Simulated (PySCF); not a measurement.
**C3H9Tl, SMILES `C[Tl](C)C`: what the electrons do**

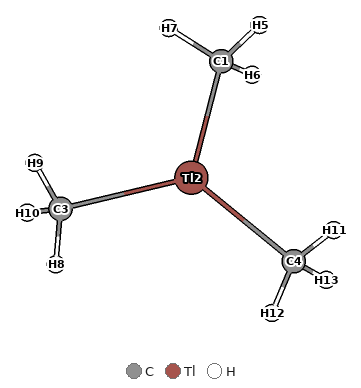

The molecule, with its atoms numbered as below. No frequency check shows the geometry to be a minimum.

Geometry (Å), atoms numbered from 1:

```
C1       0.4993    2.2785    0.0005
Tl2     -0.0024   -0.0034   -0.0002
C3      -2.2324   -0.7049    0.0005
C4       1.7487   -1.5511    0.0006
H5       1.0862    2.5260    0.8798
H6       1.0862    2.5259   -0.8799
H7      -0.4003    2.8838    0.0030
H8      -2.3092   -1.7863    0.0014
H9      -2.7374   -0.3179    0.8802
H10     -2.7374   -0.3179   -0.8804
H11      2.3673   -1.4015    0.8802
H12      1.3825   -2.5716    0.0019
H13      2.3674   -1.4016   -0.8801
```

Part 1: Bonding charge

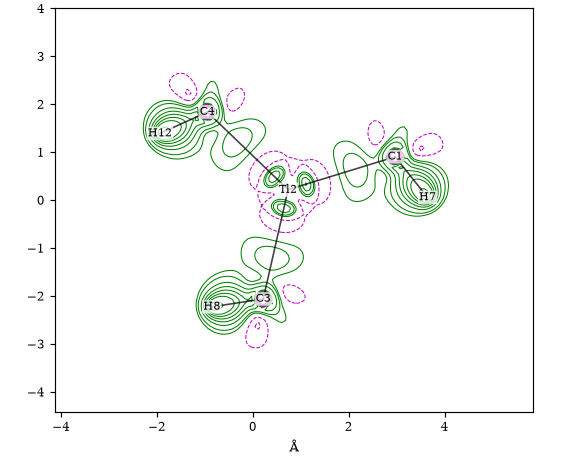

Deformation density (molecule less spherical, spin-averaged free atoms) in the plane of C1, Tl2, C3, C4, H7, H8 and H12; contours at ±0.05 to ±0.8 e/Å³; solid green lines: gain, dashed magenta lines: loss.

Level of theory: PBE/def2-TZVP (PySCF), at a geometry from GFN2-xTB. Core potentials replace the inner electrons of Tl; spin–orbit coupling isn't included.

> Describe the bonding that the map shows.

C3–H8: +0.67 e/Å³ at the bond critical point (bond length 1.08 Å, Mayer order 1.0). C4–H12: +0.67 e/Å³ at the bond critical point (bond length 1.08 Å, Mayer order 1.0). C1–H7: +0.67 e/Å³ at the bond critical point (bond length 1.08 Å, Mayer order 1.0). C1–Tl2: +0.11 e/Å³ at the bond critical point (bond length 2.34 Å, Mayer order 0.7). Tl2–C4: +0.11 e/Å³ at the bond critical point (bond length 2.34 Å, Mayer order 0.7). Tl2–C3: +0.11 e/Å³ at the bond critical point (bond length 2.34 Å, Mayer order 0.7). In all, 2.5 electrons gather in the regions of gain relative to the promolecule. A small or negative value marks a very polar bond, one between electron-rich atoms, whose free-atom densities already overlap strongly, a long bond to a heavier atom, or a closed-shell contact such as a hydrogen bond.

> Where do the Hirshfeld charges lie?

The highest Hirshfeld charge is on Tl2 (+0.46 e), the lowest on C1 (−0.22 e).

Part 2: Bond critical points

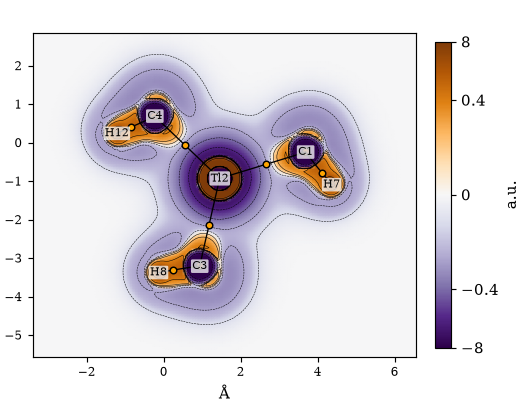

Negative Laplacian of the density (−∇²ρ) in the plane of C1, Tl2, C3, C4, H7, H8 and H12 (orange positive, purple negative, colour scale in a.u., logarithmic beyond ±0.04), with bond paths and bond critical points (dots).

> Sort the bonds in the plane by the sign of ∇²ρ at their critical points.

Concentrated (∇²ρ < 0): C3–H8 (−0.92 a.u.); C4–H12 (−0.92 a.u.); C1–H7 (−0.92 a.u.). Depleted (∇²ρ > 0): C1–Tl2 (+0.10 a.u., H = −0.021); Tl2–C4 (+0.10 a.u., H = −0.021); Tl2–C3 (+0.10 a.u., H = −0.021).

> Where along C1–H7 does the critical point lie?

0.69 Å from C1 and 0.39 Å from H7.

Part 3: Local ionisation energy

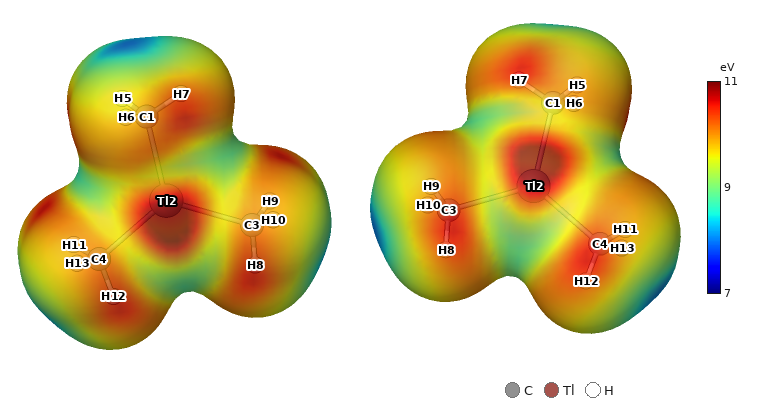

Average local ionisation energy on the surface of electron density 0.001 a.u. (back view left, front view right).

> Where are the most loosely bound electrons on this surface?

The lowest value is 8.0 eV, near H7 (1.88 Å), H6 (1.94 Å), H5 (2.01 Å) and C1 (2.04 Å). Further minima include 8.7 eV, near H13 (2.18 Å), H11 (2.25 Å) and C4 (2.26 Å); 8.8 eV, near H12 (2.12 Å), H8 (2.28 Å) and Tl2 (2.34 Å), and at like points elsewhere. For comparison, the highest occupied orbital lies at −5.7 eV.

Part 4: In an electric field

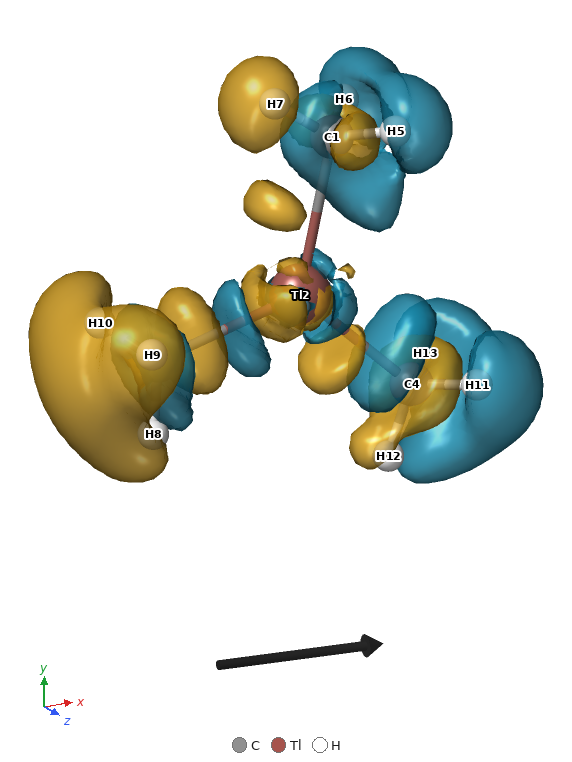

Change of the electron density in a uniform field of 0.21 V/Å along +x (arrow), surfaces at ±0.0015 e/Å³ (yellow: gain, teal: loss).

Computed with PySCF, PBE/def2-TZVP, geometry: GFN2-xTB. Core potentials replace the inner electrons of Tl; spin–orbit coupling isn't included. A basis without diffuse functions makes polarisabilities too small.

> How large is the response?

The induced dipole is 1.11 D (along the field); α along this axis, from the fields in both directions, is 109 bohr³ (16.2 Å³).

> Which atoms gain and lose the most charge?

Electrons gather most on C3 (Hirshfeld charge changes by −0.012 e) and leave C4 most (+0.010 e); 0.076 electrons are displaced in all.
